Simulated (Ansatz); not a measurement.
**A hypothetical structure for TaH3**

This structure for TaH3 is made up. Its elements were placed in a known structure type with a cell scaled to their sizes. What cell does the guess relax to, and how far off was it?

Calculated with Ansatz 0.2.0; DFT, r2SCAN, plane-wave PAW, files of the set soft_1, scalar-relativistic, no spin, cell and ions relaxed at zero pressure; PAW set soft_1, in the first sound run; inputs show where later runs differ.

## (1) The structure

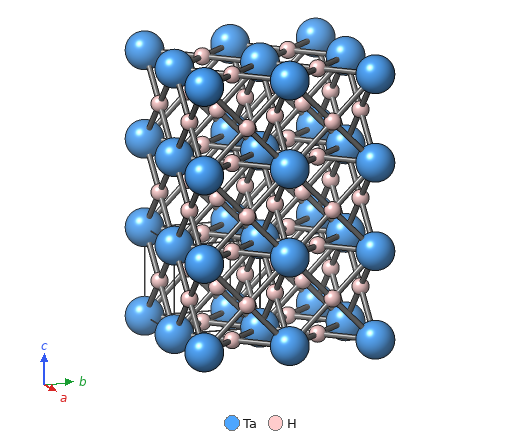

Start, viewed slightly off an axis; tantalum blue, hydrogen pink. 2×2×3 cells are drawn. Some periodic images of atoms are drawn too.

As a file:

```cif
data_structure
_symmetry_space_group_name_H-M 'Pm-3m'
_symmetry_Int_Tables_number 221
_cell_length_a 3.0110
_cell_length_b 3.0110
_cell_length_c 3.0110
_cell_angle_alpha 90.000
_cell_angle_beta 90.000
_cell_angle_gamma 90.000
_cell_volume 27.30
loop_
_atom_site_label
_atom_site_type_symbol
_atom_site_symmetry_multiplicity
_atom_site_Wyckoff_symbol
_atom_site_fract_x
_atom_site_fract_y
_atom_site_fract_z
_atom_site_occupancy
Ta1 Ta 1 a 0.00000 0.00000 0.00000 1
H1 H 3 c 0.50000 0.50000 0.00000 1
```

## (2) Relaxing cell and atoms

The guess takes its coordinates from another compound and its volume from a rule, so the cell and any free coordinates are relaxed together.

input.yaml

```yaml
crystal:
  lattice:
    - [3.011, 0.0, 0.0]
    - [0.0, 3.011, 0.0]
    - [0.0, 0.0, 3.011]
  atoms:
    - { symbol: Ta, position: [0.0, 0.0, 0.0] }
    - { symbol: H, position: [0.5, 0.5, 0.0] }
    - { symbol: H, position: [0.5, 0.0, 0.5] }
    - { symbol: H, position: [0.0, 0.5, 0.5] }
kpoints:
  mp_grid: { grid: [9, 9, 9] }
scf:
  occupations: { method: fermi_dirac, width: 0.05 }
hamiltonian:
  xc: r2scan
  pseudopotentials: { kind: paw, azcp: { folder: soft_1 } }
relax:
  f_tol: 0.015
  max_steps: 70
  cell: {}
output:
  forces: true
  stress: true
```

Launch:

```
$ ansatz run input.yaml --threads 4 --pin off --max-ram 8192MiB --backend cpu --events-out ev --progress --plain --runs-dir out
```

Numbers of over 12 decimals in the logs are rounded to 6 here.

The program printed:

```text
Engine: ansatz 0.2.0, x86_64-unknown-linux-gnu
Pseudopotentials: kind: paw
Pseudopotential: Ta, paw, valence charge 13, recommended cutoff 500 eV (meta_gga), soft_1/Ta.paw.azcp
Pseudopotential: H, paw, valence charge 1, recommended cutoff 500 eV (meta_gga), soft_1/H.paw.azcp
Functional definition: r2SCAN
  parameter k0 = 0.174
  parameter k1 = 0.065
  parameter a1 = 4.9479
  exchange = r2scan_x(k0 = k0, k1 = k1, a1 = a1)
  correlation = r2scan_c
Crystal: 4 atoms, lattice volume = 27.298 Å³
Basis set: ecut = 500 eV, 739 PW (Γ), exchange–correlation on 96×96×96 points (64 copies of the dense FFT grid, shifted against one another)
Bands: 12, of which v1, the nominal top of the filled ones, is band 8 counted from 1 (7 counted from 0)
Symmetry: 48 space group operations
Space group: Pm-3m (ITA 221), of the structure as read, at distance tolerance 3.0e-5 Å
k-points: 35 of 729
Non-local potential: Ta, projectors of the file, l = 0: 3, l = 1: 2, l = 2: 2, l = 3: 1
Non-local potential: H, projectors of the file, l = 0: 2, l = 1: 1
PAW form: soft (Blöchl's): semilocal exchange-correlation on the pseudo side does not see the compensation charge
PAW frozen core: Ta, regenerated for the run's functional (the file was generated under x = pbe(κ = 0.804, μ = 0.219515), c = pbe(β = 0.066725))
PAW one-centre angular grid: Ta, 590 points (default); XC on 160 Gauss nodes
PAW one-centre angular grid: H, 302 points (default); XC on 160 Gauss nodes
Initial density: superposition of atomic densities (chi_scale 0.1, normalization cell, long waves kept (reshape's long-wave potential 0.00 eV rms))
Initial wavefunctions: pseudopotential atomic-orbital guess
Functional: x = r2scan, c = r2scan; τ floored in thin density (d = 2e-4 eV/Å³)
SCF iter   1: F=—  HF=-9992.597969 eV  |F-HF|=—  |Δ(HF+E_count)|=         —  Δρ=6.92e-2  dr2=1.14e0  dr2_τ=5.16e-2  ethr=3.10e-3  ⟨swp⟩=5.8  Hψ=2173  notcnv=0
preconditioner: auto → none  [metal: Δε(μ)=0.126 eV  Ē_g=9.260 eV  σ=0.050 eV  W_gap=0.49  n_scr=6 (ndim 8)  ℏωp=20.1 eV  f_vac=0.000  D(μ)=2.04/eV (n_scr^D=26)  sad-step TF]
SCF iter   2: F=—  HF=-9992.612344 eV  |F-HF|=—  |Δ(HF+E_count)|=   1.44e-2  Δρ=4.07e-2  dr2=3.72e-1  dr2_τ=1.54e-2  ethr=3.10e-3  ⟨swp⟩=2.0  Hψ=822  notcnv=0  defer=4
SCF iter   3: F=—  HF=-9992.602208 eV  |F-HF|=—  |Δ(HF+E_count)|=   1.01e-2  Δρ=3.03e-3  dr2=1.33e-3  dr2_τ=5.40e-4  ethr=2.33e-3  ⟨swp⟩=2.1  Hψ=696  notcnv=0  defer=4
SCF iter   4: F=—  HF=-9992.603566 eV  |F-HF|=—  |Δ(HF+E_count)|=   1.36e-3  Δρ=9.83e-4  dr2=1.25e-4  dr2_τ=4.73e-5  ethr=8.30e-6  ⟨swp⟩=2.4  Hψ=950  notcnv=0  defer=3
SCF iter   5: F=—  HF=-9992.603601 eV  |F-HF|=—  |Δ(HF+E_count)|=   3.46e-5  Δρ=1.57e-4  dr2=4.73e-6  dr2_τ=6.35e-7  ethr=7.82e-7  ⟨swp⟩=2.5  Hψ=624  notcnv=0  defer=3
SCF iter   6: F=—  HF=-9992.603603 eV  |F-HF|=—  |Δ(HF+E_count)|=   1.90e-6  Δρ=1.93e-5  dr2=4.52e-8  dr2_τ=1.07e-8  ethr=6.25e-10  ⟨swp⟩=3.5  Hψ=1803  notcnv=0
SCF iter   7: F=-9992.603603 eV  HF=-9992.603603 eV  |F-HF|=7.64e-11  |Δ(HF+E_count)|=   5.22e-8  Δρ=3.65e-6  dr2=2.84e-9  dr2_τ=6.24e-11  ethr=2.82e-10  ⟨swp⟩=2.3  Hψ=1387  notcnv=0
SCF 1 converged in 7 iterations: F = -9992.603603 eV  dr2 = 2.84e-9
  greatest PAW one-centre occupation: 0.999 electrons in one spin orbital (limit 2), on the Ta atom at site 0 (counted from 0), in its partial waves of l = 0
relax step   1: F+E_penalty+E_count = -9992.60360286 eV  Δ(F+E_penalty+E_count) = +0.000e0 eV  max|allowed force component| = 9.378e-31 eV/Å  Δτ_max = 0.0000 Å  P = -6.737 GPa  Ω = 27.298 Å³  (7 SCF iters, dr2 threshold 1.00e-7 eV, accepted)
Crystal: 4 atoms, lattice volume = 24.160 Å³
Basis set: ecut = 500 eV, 619 PW (Γ), exchange–correlation on 96×96×96 points (64 copies of the dense FFT grid, shifted against one another)
Initial density: handed on by an earlier stage of this run
Initial wavefunctions: those handed on with the density
iter 1 solved again at ethr=6.72e-5 eV; its pass at ethr=3.10e-3 eV (dr2=1.07e-2 eV) is discarded
SCF iter   1: F=—  HF=-9992.237235 eV  |F-HF|=—  |Δ(HF+E_count)|=         —  Δρ=8.60e-3  dr2=1.09e-2  dr2_τ=2.10e-1  ethr=6.72e-5  ⟨swp⟩=1.0  Hψ=3036  notcnv=0
preconditioner: auto → none  [metal: Δε(μ)=0.092 eV  Ē_g=9.824 eV  σ=0.050 eV  W_gap=0.37  n_scr=6 (ndim 8)  ℏωp=21.4 eV  f_vac=0.000  D(μ)=1.64/eV (n_scr^D=18)]
SCF iter   2: F=—  HF=-9992.506056 eV  |F-HF|=—  |Δ(HF+E_count)|=   2.69e-1  Δρ=7.45e-3  dr2=7.52e-3  dr2_τ=4.52e-4  ethr=6.72e-5  ⟨swp⟩=2.1  Hψ=845  notcnv=0
SCF iter   3: F=—  HF=-9992.507702 eV  |F-HF|=—  |Δ(HF+E_count)|=   1.65e-3  Δρ=1.70e-3  dr2=5.56e-4  dr2_τ=7.55e-5  ethr=4.70e-5  ⟨swp⟩=2.5  Hψ=661  notcnv=0
SCF iter   4: F=—  HF=-9992.507782 eV  |F-HF|=—  |Δ(HF+E_count)|=   8.04e-5  Δρ=8.59e-4  dr2=1.07e-4  dr2_τ=8.68e-6  ethr=3.47e-6  ⟨swp⟩=2.1  Hψ=570  notcnv=0
SCF iter   5: F=—  HF=-9992.507794 eV  |F-HF|=—  |Δ(HF+E_count)|=   1.19e-5  Δρ=3.09e-4  dr2=1.63e-5  dr2_τ=6.85e-7  ethr=6.68e-7  ⟨swp⟩=1.0  Hψ=420  notcnv=0
SCF iter   6: F=—  HF=-9992.507794 eV  |F-HF|=—  |Δ(HF+E_count)|=   1.99e-7  Δρ=6.67e-5  dr2=8.00e-7  dr2_τ=3.78e-8  ethr=1.02e-7  ⟨swp⟩=2.1  Hψ=552  notcnv=0
SCF iter   7: F=-9992.507794 eV  HF=-9992.507794 eV  |F-HF|=3.54e-9  |Δ(HF+E_count)|=   8.77e-8  Δρ=2.83e-5  dr2=1.30e-7  dr2_τ=5.88e-9  ethr=2.50e-9  ⟨swp⟩=4.3  Hψ=1307  notcnv=0
SCF 2 converged in 7 iterations: F = -9992.507794 eV  dr2 = 1.30e-7
relax step   2: F+E_penalty+E_count = -9992.50779392 eV  Δ(F+E_penalty+E_count) = +9.581e-2 eV  max|allowed force component| = 1.274e-31 eV/Å  Δτ_max = 0.0000 Å  P = +19.107 GPa  Ω = 24.160 Å³  energy of the carried Pulay correction = +7.279e-4 eV  (7 SCF iters, dr2 threshold 4.00e-7 eV, rejected (line search))
Crystal: 4 atoms, lattice volume = 26.404 Å³
Basis set: ecut = 500 eV, 691 PW (Γ), exchange–correlation on 96×96×96 points (64 copies of the dense FFT grid, shifted against one another)
iter 1 solved again at ethr=4.72e-5 eV; its pass at ethr=3.10e-3 eV (dr2=7.56e-3 eV) is discarded
SCF iter   1: F=—  HF=-9992.468148 eV  |F-HF|=—  |Δ(HF+E_count)|=         —  Δρ=6.36e-3  dr2=7.68e-3  dr2_τ=1.24e-1  ethr=4.72e-5  ⟨swp⟩=1.0  Hψ=2932  notcnv=0
preconditioner: auto → none  [metal: Δε(μ)=0.076 eV  Ē_g=9.017 eV  σ=0.050 eV  W_gap=0.34  n_scr=6 (ndim 8)  ℏωp=20.4 eV  f_vac=0.000  D(μ)=1.92/eV (n_scr^D=18)]
SCF iter   2: F=—  HF=-9992.624899 eV  |F-HF|=—  |Δ(HF+E_count)|=   1.57e-1  Δρ=5.89e-3  dr2=5.44e-3  dr2_τ=2.08e-4  ethr=4.72e-5  ⟨swp⟩=2.0  Hψ=840  notcnv=0
SCF iter   3: F=—  HF=-9992.625355 eV  |F-HF|=—  |Δ(HF+E_count)|=   4.56e-4  Δρ=1.33e-3  dr2=3.92e-4  dr2_τ=5.23e-5  ethr=3.40e-5  ⟨swp⟩=2.1  Hψ=551  notcnv=0
SCF iter   4: F=—  HF=-9992.625404 eV  |F-HF|=—  |Δ(HF+E_count)|=   4.91e-5  Δρ=5.96e-4  dr2=5.47e-5  dr2_τ=1.67e-5  ethr=2.45e-6  ⟨swp⟩=2.1  Hψ=664  notcnv=0
SCF iter   5: F=—  HF=-9992.625392 eV  |F-HF|=—  |Δ(HF+E_count)|=   1.19e-5  Δρ=2.64e-4  dr2=1.40e-5  dr2_τ=1.95e-7  ethr=3.42e-7  ⟨swp⟩=2.3  Hψ=696  notcnv=0
SCF iter   6: F=—  HF=-9992.625389 eV  |F-HF|=—  |Δ(HF+E_count)|=   3.19e-6  Δρ=3.13e-5  dr2=2.02e-7  dr2_τ=3.61e-9  ethr=8.74e-8  ⟨swp⟩=1.9  Hψ=514  notcnv=0
SCF iter   7: F=—  HF=-9992.625389 eV  |F-HF|=—  |Δ(HF+E_count)|=   4.66e-7  Δρ=9.98e-6  dr2=2.02e-8  dr2_τ=2.45e-10  ethr=1.26e-9  ⟨swp⟩=2.2  Hψ=603  notcnv=0
SCF iter   8: F=—  HF=-9992.625389 eV  |F-HF|=—  |Δ(HF+E_count)|=   2.01e-9  Δρ=2.37e-6  dr2=1.14e-9  dr2_τ=2.66e-11  ethr=1.26e-10  ⟨swp⟩=2.0  Hψ=553  notcnv=0
SCF iter   9: F=—  HF=-9992.625389 eV  |F-HF|=—  |Δ(HF+E_count)|=  1.22e-10  Δρ=9.48e-7  dr2=1.81e-10  dr2_τ=2.10e-12  ethr=7.15e-12  ⟨swp⟩=1.2  Hψ=468  notcnv=0
SCF iter  10: F=-9992.625389 eV  HF=-9992.625389 eV  |F-HF|=5.46e-12  |Δ(HF+E_count)|=  2.73e-11  Δρ=1.70e-8  dr2=5.71e-14  dr2_τ=8.52e-15  ethr=1.00e-12  ⟨swp⟩=4.9  Hψ=1493  notcnv=0
SCF 3 converged in 10 iterations: F = -9992.625389 eV  dr2 = 5.71e-14
relax step   3: F+E_penalty+E_count = -9992.62538921 eV  Δ(F+E_penalty+E_count) = -2.179e-2 eV  max|allowed force component| = 2.886e-31 eV/Å  Δτ_max = 0.0000 Å  P = -0.843 GPa  Ω = 26.404 Å³  energy of the carried Pulay correction = +1.987e-4 eV  (10 SCF iters, accepted)
Crystal: 4 atoms, lattice volume = 26.290 Å³
iter 1 solved again at ethr=1.07e-7 eV; its pass at ethr=3.10e-3 eV (dr2=1.70e-5 eV) is discarded
SCF iter   1: F=—  HF=-9992.625334 eV  |F-HF|=—  |Δ(HF+E_count)|=         —  Δρ=2.87e-4  dr2=1.52e-5  dr2_τ=2.76e-4  ethr=1.07e-7  ⟨swp⟩=2.0  Hψ=2775  notcnv=0
preconditioner: auto → none  [metal: Δε(μ)=0.039 eV  Ē_g=9.124 eV  σ=0.050 eV  W_gap=0.19  n_scr=6 (ndim 8)  ℏωp=20.5 eV  f_vac=0.000  D(μ)=1.95/eV (n_scr^D=26)]
SCF iter   2: F=—  HF=-9992.625721 eV  |F-HF|=—  |Δ(HF+E_count)|=   3.87e-4  Δρ=2.76e-4  dr2=1.20e-5  dr2_τ=5.88e-7  ethr=9.51e-8  ⟨swp⟩=2.0  Hψ=704  notcnv=0
SCF iter   3: F=—  HF=-9992.625722 eV  |F-HF|=—  |Δ(HF+E_count)|=   1.30e-6  Δρ=7.11e-5  dr2=9.12e-7  dr2_τ=1.02e-7  ethr=7.50e-8  ⟨swp⟩=2.1  Hψ=527  notcnv=0
SCF iter   4: F=-9992.625723 eV  HF=-9992.625723 eV  |F-HF|=2.25e-8  |Δ(HF+E_count)|=   2.48e-7  Δρ=2.73e-5  dr2=1.24e-7  dr2_τ=3.29e-8  ethr=2.50e-9  ⟨swp⟩=4.6  Hψ=1441  notcnv=0
SCF 4 converged in 4 iterations: F = -9992.625723 eV  dr2 = 1.24e-7
relax step   4: F+E_penalty+E_count = -9992.62572264 eV  Δ(F+E_penalty+E_count) = -3.334e-4 eV  max|allowed force component| = 8.895e-31 eV/Å  Δτ_max = 0.0000 Å  P = -0.016 GPa  Ω = 26.290 Å³  energy of the carried Pulay correction = +2.245e-4 eV  (4 SCF iters, dr2 threshold 4.00e-7 eV, accepted)
Initial wavefunctions: pseudopotential atomic-orbital guess (no wavefunctions were taken with the density)
iter 1 solved again at ethr=1.47e-8 eV; its pass at ethr=3.10e-3 eV (dr2=2.36e-6 eV) is discarded
SCF iter   1: F=—  HF=-9992.625501 eV  |F-HF|=—  |Δ(HF+E_count)|=         —  Δρ=6.56e-5  dr2=2.04e-7  dr2_τ=1.02e-6  ethr=1.47e-8  ⟨swp⟩=3.7  Hψ=3551  notcnv=0
preconditioner: auto → none  [metal: Δε(μ)=0.037 eV  Ē_g=9.123 eV  σ=0.050 eV  W_gap=0.18  n_scr=6 (ndim 8)  ℏωp=20.5 eV  f_vac=0.000  D(μ)=1.95/eV (n_scr^D=26)]
SCF iter   2: F=—  HF=-9992.625500 eV  |F-HF|=—  |Δ(HF+E_count)|=   1.37e-6  Δρ=3.25e-5  dr2=5.05e-8  dr2_τ=3.63e-8  ethr=1.28e-9  ⟨swp⟩=2.5  Hψ=660  notcnv=0
SCF iter   3: F=—  HF=-9992.625500 eV  |F-HF|=—  |Δ(HF+E_count)|=   6.52e-8  Δρ=2.39e-6  dr2=1.56e-9  dr2_τ=5.91e-10  ethr=3.16e-10  ⟨swp⟩=2.0  Hψ=517  notcnv=0
SCF iter   4: F=—  HF=-9992.625500 eV  |F-HF|=—  |Δ(HF+E_count)|=    0.00e0  Δρ=7.19e-7  dr2=5.32e-11  dr2_τ=1.49e-11  ethr=9.76e-12  ⟨swp⟩=2.8  Hψ=755  notcnv=0
SCF iter   5: F=-9992.625500 eV  HF=-9992.625500 eV  |F-HF|=9.09e-12  |Δ(HF+E_count)|=  1.47e-10  Δρ=2.02e-7  dr2=2.73e-12  dr2_τ=2.69e-12  ethr=1.00e-12  ⟨swp⟩=4.2  Hψ=1406  notcnv=0
SCF 5 converged in 5 iterations: F = -9992.625500 eV  dr2 = 2.73e-12
relax step   5: F+E_penalty+E_count = -9992.62550009 eV  Δ(F+E_penalty+E_count) = +2.226e-4 eV  max|allowed force component| = 1.752e-30 eV/Å  Δτ_max = 0.0000 Å  P = -0.018 GPa  Ω = 26.290 Å³  stress off target by 1.79e-2 GPa  SCF on the basis re-selected at this cell (its energy is not comparable with the rows above)  (5 SCF iters)
basis re-selected at this cell: Δ(F+E_penalty+E_count) = +2.226e-4 eV, ΔP = -0.002 GPa vs the last step (what re-selecting the basis moved, of the pressure what is left beyond the Pulay correction that the steps carried, after the strain that the cell walked since its last selection, with what the two solves' SCF thresholds leave and, on support functions, any second-order correction that the steps lacked; it is no m [...]
SCF converged after 5 iterations
Free energy (F): -9992.625500 eV
Harris-Foulkes:  -9992.625500 eV  (|F-HF|=9.09e-12)
Internal energy: -9992.609741 eV  (E = F + TS)
E sigma→0 (E₀):  -9992.617621 eV
Entropy (-TS):   -0.015759 eV (-3.940 meV/atom)
Fermi energy:    15.433997 eV
--- Per-component energies (eV) ---
  E_band       = -164.486675
  E_kinetic    = 437.371137
  E_local      = -702.064230  (includes V_loc(G=0)·N_el)
  E_nonlocal   = -8.913745
  E_hartree    = 250.219974
  E_xc         = -333.736328
  E_vxc        = -299.494791  (∫ρ·V_xc dr)
  E_paw        = -8334.592133  (= ΣΔE_a)
  E_vpaw       = -106.636555  (= ΣTr[D̂ρ^β])
  E_aug_tail   = -0.000135  (compensation charges beyond the density's cutoff)
  E_vtau       = 14.811675  (kinetic-family band-sum trace: ∫τ·v_τ [+ j·A + Jᵃ·Aᵃ] dr)
  E_ewald      = -1300.137743
  E_core_change = -0.756538  (= ΣΔE_core)
  E_smearing   = -0.015759  (= −TS)
  E_closure    = 0.000000  (closes the sum)
  Σ components = -9992.625500   (vs F -9992.625500, Δ=0.00e0)
--- Forces (eV/Å), atoms counted from 1 ---
  atom   1  Ta     0.00000000     0.00000000     0.00000000
  atom   2  H     -0.00000000     0.00000000    -0.00000000
  atom   3  H      0.00000000    -0.00000000    -0.00000000
  atom   4  H      0.00000000     0.00000000    -0.00000000
  max |Σ_I F_I| component: 8.79e-31 eV/Å
--- Stress (GPa, compression-positive) ---
       -0.017906      -0.000000      -0.000000
       -0.000000      -0.017906      -0.000000
       -0.000000      -0.000000      -0.017906
  P = ⅓ Tr σ = -0.0179 GPa (-0.179 kbar)
--- Relaxed structure (4 steps of the walk, 3 accepted, 1 SCFs on fresh bases) ---
  F+E_penalty+E_count = -9992.62550009 eV   max|allowed force component| = 1.752e-30 eV/Å   (the final SCF, on the basis selected at the relaxed cell)
  cell:  # Å, volume = 26.2901 Å³
    - [2.973472, 0, 0]
    - [0, 2.973472, 0]
    - [0, 0, 2.973472]
  atoms:
    - { symbol: Ta, position: [0, 0, 0] }
    - { symbol: H, position: [0.500000, 0.500000, 0] }
    - { symbol: H, position: [0.500000, 0, 0.500000] }
    - { symbol: H, position: [0, 0.500000, 0.500000] }
```

It took 2.4 s on 4 threads of Intel Xeon Platinum 8375C at 2.90GHz (Ice Lake), shared host; peak memory 0.48 GiB.

Step by step:

| step | energy less that of the first step (eV) | largest force component (eV/Å) | pressure (GPa) | volume (Å³) |
| --- | --- | --- | --- | --- |
| 1 | 0.0000 | 0.0000 | -6.74 | 27.30 |
| 2 | 0.0958 | 0.0000 | 19.11 | 24.16 |
| 3 | -0.0218 | 0.0000 | -0.84 | 26.40 |
| 4 | -0.0221 | 0.0000 | -0.02 | 26.29 |
| 5* | -0.0219 | 0.0000 | -0.02 | 26.29 |

Relaxation steps marked * repeat the geometry before them on a plane-wave basis chosen anew for their cell, so energy and pressure can jump there. Relaxation step 2 was tried and not accepted.

Forces are held to the 48 operations that the run works with; a distortion that breaks them can't arise in this run.

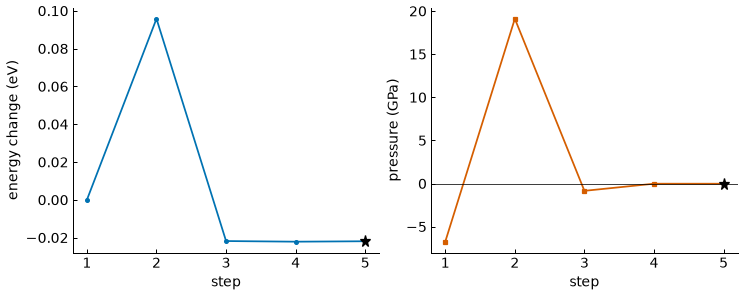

Energy and pressure along the relaxation. Stars mark steps on a basis chosen anew.

| conventional cell, symmetrised | before | after | change |
| --- | --- | --- | --- |
| a (Å) | 3.011 | 2.973 | -1.2 % |
| b (Å) | 3.011 | 2.973 | -1.2 % |
| c (Å) | 3.011 | 2.973 | -1.2 % |
| volume (Å³/atom) | 6.82 | 6.57 | -3.7 % |

Final coordinates:

```xyz
4
Lattice="2.9735 0.0000 0.0000 0.0000 2.9735 0.0000 0.0000 0.0000 2.9735" Properties=species:S:1:pos:R:3 pbc="T T T"
Ta    0.0000    0.0000    0.0000
H     1.4867    1.4867    0.0000
H     1.4867    0.0000    1.4867
H     0.0000    1.4867    1.4867
```

Numbers from this step:

| Property | Result |
| --- | --- |
| free energy | -9992.6255 eV |
| energy at zero smearing | -9992.6176 eV |
| smearing term TS | 0.01576 eV |
| Fermi energy | 15.43 eV |
| electrons | 16 |
| symmetry operations | 48 |
| pressure | -0.01791 GPa |

The shortest distance of each pair, which need not be the same contact before and after:

| pair | guess (Å) | relaxed (Å) |
| --- | --- | --- |
| H–Ta | 2.129 | 2.103 |
| H–H | 2.129 | 2.103 |
| Ta–Ta | 3.011 | 2.973 |

The relaxation ends with a pressure of -0.02 GPa.

(Part 1 of 2 ends here.)

[Logs are printed without paths, hosts, clocks, repeated set-up lines and the standing remarks that a program may print on its own settings, such as how far it seeks lower states.]

[Hosts, paths, dates, database ids (printed as entryN), source tags and the programs' standing remarks are cut or masked in the printed files.]
